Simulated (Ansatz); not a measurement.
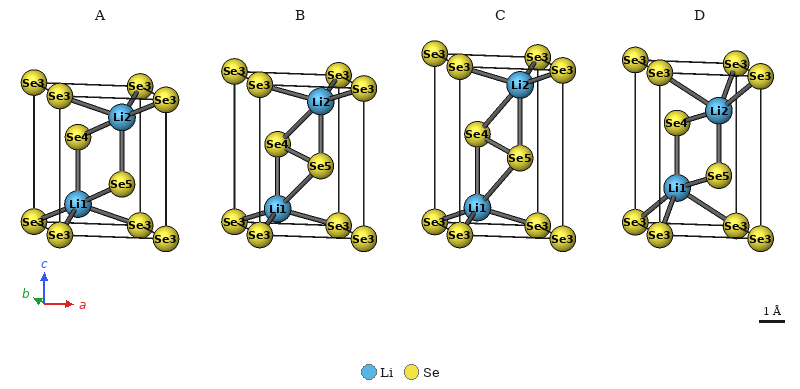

4 geometries from one relaxation of solid Li$_{2}$Se$_{3}$ (built on the A-type sesquioxide_164 type) (coarse preliminary run), in shuffled order. The picture is a ball-and-stick view of the cell of the calculation, seen slightly off an axis.

Case: A-type sesquioxide type (P-3m1, No. 164).

Method: Ansatz 0.2.0, DFT PBE, scalar-relativistic, plane waves, PAW. Settings: plane-wave cutoff 420 eV; k-point mesh 6 × 6 × 4; occupations gaussian; smearing width 0.1 eV; no spin polarisation; cell and atoms relaxed; force threshold 0.04 eV/Å; at most 70 steps.

### Order the frames from highest to lowest energy.

D, A, B, C. They are steps 0, 5, 12, 17, at +0.955 eV per cell of the calculation, +0.603 eV per cell of the calculation, +0.123 eV per cell of the calculation relative to the last. The largest moves relative to the cell, 0.85 Å, are those of Li1 and Li2. Li2 goes along +c. By element the largest moves are Li 0.85 Å, Se 0.62 Å. The volume changes by +8.2 %, with a = b 4.207 → 4.298 Å (+2.2 %), c 6.546 → 6.789 Å (+3.7 %). Some distances before and after: Li1–Se5 2.533 → 3.328 Å, Se4–Se5 3.083 → 2.589 Å, Li1–Se4 2.618 → 2.955 Å, Li1–Se3 2.911 → 2.610 Å. Bond angles that change, for instance: Li1–Se3–Li1 92.6° → 110.9°, Li1–Se3–Li2 87.4° → 69.1°, Se3–Li1–Se3 92.6° → 110.9°. The space group stays P-3m1 (No. 164). After 15 accepted moves (17 points after the start) the energy has fallen by 0.955 eV per cell of the calculation. Largest force component: 0.58 eV/Å at the start, 0.039 eV/Å at the end. The pressure goes from −0.69 to −0.04 GPa. The line search rejected the trial step at point 7 of the run. At 1 point the geometry stayed and the basis and grid were re-selected for the new cell (energy shift of 0.2 meV per cell of the calculation at most each time). Cost: 85 s on 1 thread of Arm Neoverse V2 (shared host), peak memory 0.39 GiB.
